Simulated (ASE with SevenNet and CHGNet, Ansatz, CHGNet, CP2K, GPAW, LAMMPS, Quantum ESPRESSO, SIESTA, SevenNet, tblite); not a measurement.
**Glassy 53P2O5-24SrO-24Li2O (mol %) (83 atoms) in machine-learned potentials**

Aim: run glassy 53P2O5-24SrO-24Li2O (mol %) (83 atoms) in machine-learned potentials and see how near its forces come to a plane-wave reference, and at what cost.

Method: the method is named at each step, in ASE with SevenNet and CHGNet.

## Step 1: Set-up

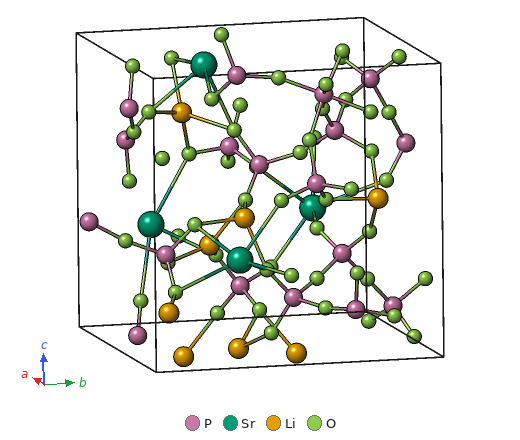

Start, viewed slightly off an axis; phosphorus pink, strontium teal, lithium orange, oxygen green. Bonds to atoms that aren't drawn are left out. Some periodic images of atoms are drawn too.

The cell holds 83 atoms: 18 P, 4 Sr, 8 Li and 53 O. Cell: a = 10.375 Å, b = 10.375 Å, c = 10.375 Å, α = 90.0°, β = 90.0°, γ = 90.0°. 83 atoms (18 P, 4 Sr, 8 Li, 53 O) placed at random at 2.74 g/cm³, melted at 4000 K for 10 ps at fixed volume with the Morse and Coulomb pair potential with partial charges (Pedone, Malavasi, Menziani, Cormack and Segre, J. Phys. Chem. B 110, 11780 (2006)). Quenched from 4000 K to 300 K at 20 K/ps and fixed volume, held 10 ps at zero pressure, then minimised at fixed cell.

The yardstick, on the same geometry:

- method: Kohn-Sham DFT, PBE, SSSP efficiency 1.3.0 pseudopotentials, plane waves (Quantum ESPRESSO 7.5); sssp-pbe-1.3.0-efficiency, cutoffs 60/480 Ry, Γ point
- r.m.s. force component: 1.241 eV/Å
- longest force: 4.752 eV/Å
- pressure: 2.693 GPa
- gap (highest filled to lowest empty level): 2.265 eV
- time: 2.9 min on 4 MPI ranks of Arm Neoverse V1, shared host
- CPU time: 11 min

## Step 2: SevenNet l3i5 potential

Method: machine-learned interatomic potential SevenNet l3i5, trained on PBE(+U) plane-wave data.

run.py reads:

```python
import numpy as np
from ase.io import read
import mlip  # loads the published weights by name

atoms = read("structure.xyz")
atoms.calc = mlip.calc("7net-l3i5")
energy = atoms.get_potential_energy()
forces = atoms.get_forces()
print(f"energy {energy:.6f} eV")
print("forces (eV/A)")
for i, (a, f) in enumerate(zip(atoms, forces)):
    print(f"{i:4d} {a.symbol:2s} {f[0]:10.5f} {f[1]:10.5f} {f[2]:10.5f}")
stress = -atoms.get_stress(voigt=False) * 160.21766
print("stress (GPa, compression positive)")
for row in stress:
    print(" ".join(f"{x:10.4f}" for x in row))
```

structure.xyz reads:

```xyz
83
Lattice="10.37499 0.00000 0.00000 0.00000 10.37499 0.00000 0.00000 0.00000 10.37499" Properties=species:S:1:pos:R:3 pbc="T T T"
P 7.11154 9.11474 0.64076
P 2.47568 3.37851 7.41086
P 3.40393 7.65218 3.27445
P 0.78549 9.29412 7.49303
P 4.62735 5.02450 6.35323
P 7.48203 0.97764 6.99171
P 5.62231 6.47306 1.43445
P 7.87586 2.49021 2.79658
P 1.90298 3.56288 2.57870
P 4.60079 0.56865 0.55579
P 3.07318 8.64486 9.44010
P 8.41017 8.09073 4.93694
P 9.77812 0.23738 3.78656
P 9.61606 5.57469 8.70389
P 0.90522 8.80266 1.75213
P 10.32239 1.87082 7.62178
P 5.17349 7.90325 7.32941
P 8.23048 8.33879 8.11542
Sr 9.29858 5.53547 2.22855
Sr 6.82446 3.64702 9.60745
Sr 0.85770 5.93066 5.36667
Sr 3.54399 0.80780 4.62828
Li 2.02873 5.60415 0.07107
Li 6.91317 5.07866 4.11285
Li 5.73716 9.59147 4.75237
Li 10.00315 3.14383 0.37651
Li 4.87573 2.31165 8.29231
Li 0.84618 1.21709 0.35929
Li 4.92065 3.28047 3.55800
Li 3.81634 3.99001 0.04440
O 9.85863 8.85433 8.17528
O 10.36856 7.67770 1.40944
O 7.81683 8.91699 9.67281
O 10.22061 1.98328 9.12138
O 5.21364 4.66771 5.03135
O 2.68142 7.51035 10.31606
O 6.40635 2.16682 2.76462
O 0.24070 9.80229 2.76193
O 2.97409 6.64217 4.28674
O 5.30318 4.31413 7.50516
O 2.57860 3.81385 8.83534
O 3.94779 0.51833 1.88493
O 6.65877 5.80398 2.28457
O 6.95622 8.03470 4.60867
O 0.47818 5.91831 7.90356
O 0.90947 4.41414 3.35102
O 6.87395 0.93167 5.63746
O 6.66396 1.60397 8.07371
O 8.80391 1.28567 3.21220
O 5.29176 5.57355 0.28189
O 8.00213 9.41862 1.77485
O 3.79538 9.88571 10.04092
O 4.66345 1.90941 10.27083
O 3.28161 2.14192 7.09639
O 9.23291 7.03580 4.26910
O 1.00689 8.63842 6.17800
[... 23 atom lines left out ...]
O 6.28704 7.80376 0.89339
O 5.99726 10.20671 0.53327
O 8.15920 3.61828 3.75813
O 4.79906 6.54849 6.67994
```

The run is started by

```console
$ OMP_NUM_THREADS=1 python run.py > output.txt
```

The program printed:

```text
energy -560.244385 eV
forces (eV/A)
   0 P     1.18210   -0.21391    1.91798
   1 P     2.60904   -1.93785    3.28226
   2 P     0.05920    0.62820    2.41840
   3 P    -2.45165   -1.70598   -2.10539
   4 P     3.07874   -2.79715    1.68900
   5 P    -1.70523   -2.27177    0.32857
   6 P     1.58614   -0.52752    0.01097
   7 P    -1.66598    1.97341   -0.35493
   8 P    -0.30604   -0.18394   -1.01724
   9 P    -0.95813   -0.26579    2.52211
  10 P     0.26150   -1.77983    2.23672
  11 P    -2.26553   -0.47839    0.21711
  12 P     1.73482    0.83782    2.21828
  13 P     1.25038   -1.35052   -1.79729
  14 P    -0.97015   -0.63881   -3.00181
  15 P    -1.02080   -1.39051    3.74640
  16 P     0.82461    3.20567   -0.28222
  17 P     0.34081    0.57335   -2.05367
  18 Sr    0.12184    0.13468   -0.32478
  19 Sr    1.15412    0.31757   -0.26392
  20 Sr    0.13943    0.43261    0.29484
  21 Sr   -1.32437    0.23704   -0.45351
  22 Li   -0.56177    0.23322   -0.01621
  23 Li   -0.16149    0.03860    0.08149
[...]
75 O    -1.95397    0.81676   -2.60848
  76 O     0.36310   -0.92458    0.52415
  77 O    -0.29905   -0.06765   -1.22477
  78 O     1.12297    1.18660   -1.81707
  79 O    -0.80428   -0.20476   -0.81233
  80 O     0.34921    0.81739   -0.90173
  81 O     0.62437    1.28334    0.98821
  82 O    -0.85809    0.70936   -0.61984
stress (GPa, compression positive)
    2.2512    -0.0644     0.1997
   -0.0644     0.6882     0.3209
    0.1997     0.3209     1.7799
```

Run time: 9.7 s. Hardware: 1 thread of Arm Neoverse V1, shared host; peak memory 1.6 GiB.

Banners, paths, timers and routine set-up lines are dropped from the logs unmarked, and long logs keep their key lines alone; longer cuts are marked.

Compared with the plane-wave run:

```yaml
r_m_s_force_component: 1.162 eV/Å
r_m_s_difference_of_force_components: 152.9 meV/Å
longest_difference_of_force_vectors: 529.3 meV/Å
force_difference_over_r_m_s_force: 12.32 %
slope_of_forces_against_the_reference_s: 0.9308
correlation_of_force_components: 0.9941
pressure: 1.573 GPa
pressure_difference: -1.12 GPa
```

Length of the force difference by element (eV/Å):

```csv
element,atoms,mean,most
Li,8,0.11,0.20
O,53,0.29,0.53
P,18,0.14,0.22
Sr,4,0.13,0.18
```

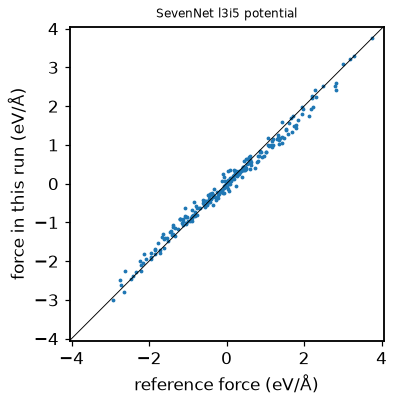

Force components against those of the reference; the line marks equality.

A closer look about P2, which bears the longest force: 9 atoms, nearest first, numbered in the order of the input, with positions taken from that point.

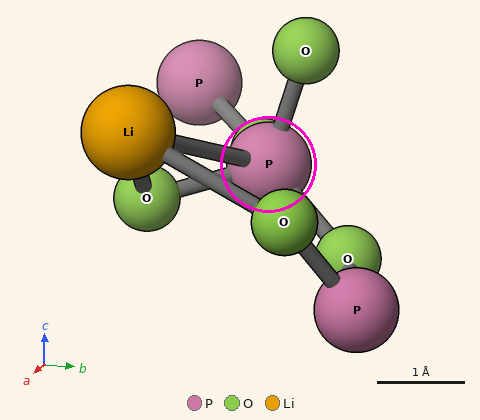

The atoms of the table, within 3.0 Å (arrows a, b, c point along x, y, z); some may hide others; the central atom is ringed.

```csv
atom,x,y,z,distance (Å),bonds,Fx,Fy,Fz (eV/Å)
P2,0.00,0.00,0.00,0.00,4,2.61,-1.94,3.28
O41,0.10,0.44,1.42,1.49,2,-0.11,0.56,0.81
O54,0.81,-1.24,-0.31,1.51,3,0.39,-0.86,-0.97
O75,0.65,1.14,-0.86,1.57,3,-2.48,2.26,-2.39
O76,-1.49,-0.45,-0.26,1.58,2,-1.95,0.82,-2.61
Li27,2.40,-1.07,0.88,2.77,4,-0.47,-0.50,-0.84
P5,2.15,1.65,-1.06,2.91,4,3.08,-2.80,1.69
P16,-2.53,-1.51,0.21,2.95,4,-1.02,-1.39,3.75
O40,2.83,0.94,0.09,2.98,3,0.37,-0.30,1.01
```

Atoms are counted from 1 here, from 0 in the log.

Forces lie 12 % from the reference's, at 0.014 times its CPU time (on 1 against 4 cores).

## Step 3: CHGNet r2SCAN potential

Method: machine-learned interatomic potential CHGNet r2SCAN, trained on r2SCAN plane-wave data.

run.py: that of step 2 with these lines changed.

```diff
@@ -5,3 +5,3 @@
 atoms = read("structure.xyz")
-atoms.calc = mlip.calc("7net-l3i5")
+atoms.calc = mlip.calc("chgnet-r2scan")
 energy = atoms.get_potential_energy()
```

structure.xyz is that of step 2.

The program printed:

```text
CHGNet vr2scan initialized with 412,525 parameters
CHGNet will run on cpu
energy -760.714783 eV
forces (eV/A)
   0 P     1.10428   -0.11416    1.89903
   1 P     2.85549   -1.86558    3.22005
   2 P    -0.00120    0.39184    2.37806
   3 P    -1.73623   -1.14619   -2.25111
   4 P     2.86748   -2.39189    0.88056
   5 P    -1.35243   -2.40307    0.24226
   6 P     1.35354   -0.84334   -0.25577
   7 P    -1.52366    1.75641   -0.47136
   8 P    -0.17157   -0.09445   -0.44271
   9 P    -1.09590   -0.09524    2.09493
  10 P     0.38547   -1.76623    2.12158
  11 P    -1.74801   -0.44196    0.27506
  12 P     1.64886    0.80052    2.57678
  13 P     0.96783   -0.99301   -1.55480
  14 P    -0.66633   -0.83485   -2.68131
  15 P    -0.77759   -1.82132    3.33186
  16 P     0.61339    2.50748   -0.15902
  17 P     0.04664    0.85028   -2.29106
  18 Sr    0.07181    0.11563   -0.21951
  19 Sr    0.79659    0.21124   -0.14351
  20 Sr    0.08514    0.37158    0.13006
  21 Sr   -0.85324    0.12097   -0.27523
  22 Li   -0.30309    0.08898    0.01674
  23 Li   -0.13372   -0.01252   -0.05216
[...]
75 O    -1.87046    0.68673   -2.10141
  76 O     0.26635   -0.52259    0.50960
  77 O    -0.16585   -0.62277   -0.64071
  78 O     0.73158    0.73728   -1.35586
  79 O    -0.45597    0.02506   -0.46643
  80 O     0.31758    0.27507   -0.61549
  81 O     0.28872    0.59458    0.43749
  82 O    -0.64303    0.60760   -0.34353
stress (GPa, compression positive)
   -1.6273     0.0298     0.1498
    0.0298    -3.1488     0.0929
    0.1498     0.0929    -2.6966
```

Wall time 3.3 s (1 thread); peak memory 1.1 GiB.

Numbers from this run, and their distance from the reference:

```
r.m.s. force component                  : 0.9621 eV/Å
r.m.s. difference of force components   : 517.4 meV/Å
longest difference of force vectors     : 1585 meV/Å
force difference over r.m.s. force      : 41.67 %
slope of forces against the reference's : 0.7135
correlation of force components         : 0.9206
pressure                                : -2.491 GPa
pressure difference                     : -5.184 GPa
```

Against the first run (12 %), the force difference from the reference is 42 %, at 0.33 times the CPU time; this potential was trained at another functional than the reference's, which explains only part of so large a difference.

## Step 4: CHGNet 0.3.0 potential

Method: machine-learned interatomic potential CHGNet 0.3.0, trained on PBE(+U) plane-wave data.

run.py: that of step 3 with these lines changed.

```diff
@@ -5,3 +5,3 @@
 atoms = read("structure.xyz")
-atoms.calc = mlip.calc("chgnet-r2scan")
+atoms.calc = mlip.calc("chgnet-0.3.0")
 energy = atoms.get_potential_energy()
```

structure.xyz is that of step 3.

The program printed:

```text
CHGNet v0.3.0 initialized with 412,525 parameters
CHGNet will run on cpu
energy -599.453918 eV
forces (eV/A)
   0 P     1.11647   -0.04718    1.91288
   1 P     3.16540   -2.25463    3.64041
   2 P     0.02726    0.41488    2.54500
   3 P    -2.01118   -1.49976   -2.38124
   4 P     3.34887   -2.75813    1.58189
   5 P    -1.63852   -2.82310    0.45535
   6 P     1.49992   -0.80242   -0.20148
   7 P    -1.72532    1.79708   -0.49436
   8 P    -0.29620   -0.15877   -0.59887
   9 P    -1.08959   -0.37682    2.43620
  10 P     0.36773   -1.84852    2.23670
  11 P    -2.15297   -0.46826    0.44984
  12 P     1.84357    0.85452    2.70073
  13 P     1.04252   -1.08283   -1.92363
  14 P    -0.70546   -0.69546   -3.00985
  15 P    -0.79990   -1.86792    4.05096
  16 P     0.89243    2.93713   -0.21261
  17 P     0.06023    0.85303   -2.09923
  18 Sr    0.11309    0.15990   -0.29009
  19 Sr    0.97750    0.27185   -0.23114
  20 Sr    0.07584    0.43928    0.21504
  21 Sr   -1.04014    0.16514   -0.29436
  22 Li   -0.44533    0.17264   -0.03844
  23 Li   -0.13524    0.07517    0.02384
[...]
75 O    -2.15905    1.05579   -2.86038
  76 O     0.38227   -0.73227    0.55398
  77 O    -0.43532    0.00001   -1.35407
  78 O     1.09363    1.13856   -1.76843
  79 O    -0.73345   -0.10909   -0.67704
  80 O     0.35870    0.57373   -0.84032
  81 O     0.58732    1.20235    1.02111
  82 O    -0.85083    0.81494   -0.60097
stress (GPa, compression positive)
    3.2890     0.2077     0.1295
    0.2077     1.6068     0.1881
    0.1295     0.1881     2.3789
```

Elapsed: 3.3 s, on 1 thread; peak memory 1.1 GiB.

Numbers from this run, and their distance from the reference:

| Quantity | Value |
| --- | --- |
| r.m.s. force component | 1.175 eV/Å |
| r.m.s. difference of force components | 219.8 meV/Å |
| longest difference of force vectors | 820.6 meV/Å |
| force difference over r.m.s. force | 17.7 % |
| slope of forces against the reference's | 0.9324 |
| correlation of force components | 0.9849 |
| pressure | 2.425 GPa |
| pressure difference | -0.2684 GPa |

Against the first run (12 %), the force difference from the reference is 18 %, at 0.34 times the CPU time.

## Step 5: All runs compared

Differences are against the plane-wave reference, forces as r.m.s. over components; share is that over the reference's r.m.s. force, slope the least-squares factor from reference forces to these. Total energies of different programs have different zeros and aren't compared.

```csv
run,"Δ force, r.m.s. (meV/Å)",share (%),slope,Δ pressure (GPa),cores,CPU time,memory (GiB)
reference,-,-,-,-,4,11 min,3.4
SevenNet l3i5 potential,153,12.3,0.931,-1.12,1,9.6 s,1.6
CHGNet r2SCAN potential,517,41.7,0.714,-5.18,1,3.2 s,1.1
CHGNet 0.3.0 potential,220,17.7,0.932,-0.268,1,3.2 s,1.1
```

Times of the machine-learned potentials are mostly Python's start and the loading of weights.

CPU time is summed over cores on a shared host, where runs went side by side, so it is rough. Symmetry, cutoffs, thresholds, outputs and thread counts weren't matched or tuned between programs; memory under MPI is the largest rank's times the ranks.

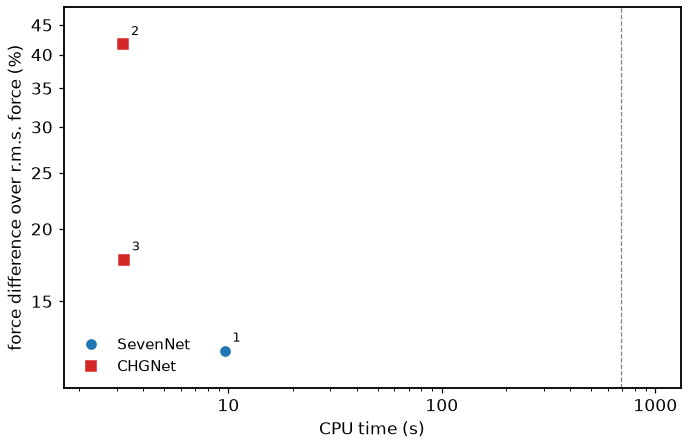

Force difference against CPU time; the dashed line marks the reference's time. Points: 1 SevenNet l3i5 potential; 2 CHGNet r2SCAN potential; 3 CHGNet 0.3.0 potential.

## Step 6: What came out

```
nearest in forces : SevenNet l3i5 potential, 12 %
its CPU time      : 9.6 s
```

In words: Machine-learned potentials differ by 12 % (SevenNet l3i5 potential) to 42 % (CHGNet r2SCAN potential); they were trained on other programs' data, some at another functional. The reference's pressure holds the uncorrected Pulay stress of its 60 Ry basis, so small pressure differences, and their order, may be the reference's own error. In our tests on small cells the SSSP efficiency potentials stood apart from two norm-conserving sets, for C–F bonds most and for P–O bonds less, so differences between them and other runs here needn't be the other run's error. Machine-learned potentials mimic data converged in k, so the reference's own k-point error enters their differences. The quench rate of 20 K/ps is many orders above laboratory rates, so the cell is likely richer in defects and strain than a real sample. The network of bonds at the start is that of the classical potential that made the cell, and needn't be the one that DFT or experiment would give. The reference's pressure of 2.7 GPa belongs to a cell and atoms that aren't relaxed at this level. The electronic-structure runs sample only Γ, in a cell whose shortest periodic width is 10 Å.

[Also dropped from logs without a mark: logging warnings of Python, and SIESTA's first energy breakdown and zero terms.]

[Logs are printed without paths, hosts, clocks, repeated set-up lines and the standing remarks that a program may print on its own settings, such as how far it seeks lower states.]

[Hosts, paths, dates, database ids (printed as entryN), source tags and the programs' standing remarks are cut or masked in the printed files.]
